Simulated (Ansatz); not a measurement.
The calculation's input:

```
crystal:
  periodic: [false, false, false]
  atoms:
    - { symbol: C, position_ang: [-0.75416, 0.80855, -1.22442] }
    - { symbol: C, position_ang: [-0.05463, 0.31437, -0.29942] }
    - { symbol: Si, position_ang: [0.73562, -0.67249, 1.0899] }
    - { symbol: H, position_ang: [-1.71278, 0.4755, -1.61487] }
    - { symbol: H, position_ang: [-0.42459, 1.70331, -1.75416] }
    - { symbol: H, position_ang: [0.79664, 0.15822, 2.28042] }
    - { symbol: H, position_ang: [1.93331, -1.31622, 0.57789] }
    - { symbol: H, position_ang: [-0.51942, -1.47125, 0.94467] }
total_charge: 1
basis:
  gaussian: { orbitals: "6-31G*" }
hamiltonian:
  xc: r2scan
  dispersion: d4
relax:
  f_tol: 0.02
  max_steps: 50
output:
  orbitals: {}
```

Run with:

```sh
ansatz run input.yaml --threads 1 --pin off --max-ram 2048MiB --backend cpu --events-out ev --progress --plain --runs-dir out
```

The fields are those of the relaxed geometry.

The calculation used RKS r2SCAN-D4/6-31G* (Ansatz 0.2.0).

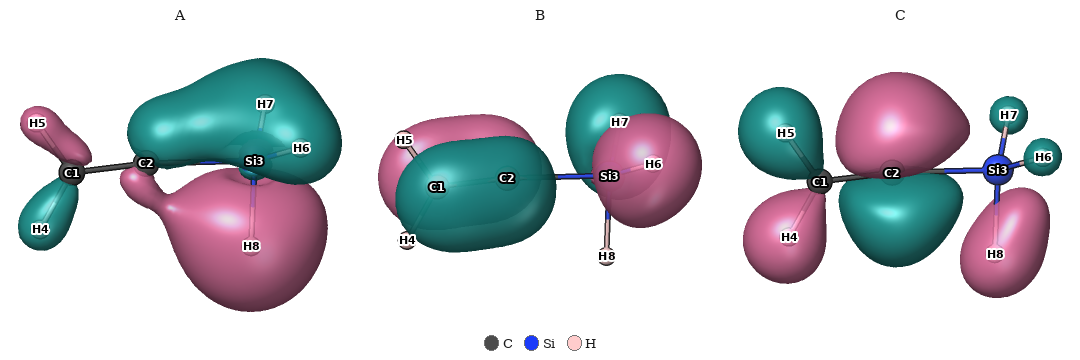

C₂H₅Si (charge +1). Three frontier orbitals at ±0.1 Å⁻³ᐟ² (teal and pink are the two phases), in no order.

Which picture is the HOMO−1, the HOMO and the LUMO?

Answer. A is the HOMO−1 (−14.91 eV). By Hirshfeld shares it lies mainly on Si3 (about 40 %), H8 (about 35 %), C2 (about 10 %), H6 (about 5 %) and H7 (about 5 %). B is the HOMO (−13.90 eV). Its weight (Hirshfeld) is mainly on C1 (about 30 %), C2 (about 30 %), Si3 (about 15 %), H6 (about 10 %) and H7 (about 10 %). C is the LUMO (−10.52 eV). By Hirshfeld shares it lies mainly on C2 (about 55 %), C1 (about 15 %), H5 (about 5 %) and H4 (about 5 %).

What is the HOMO–LUMO gap?

Answer. 3.38 eV between the orbital energies.
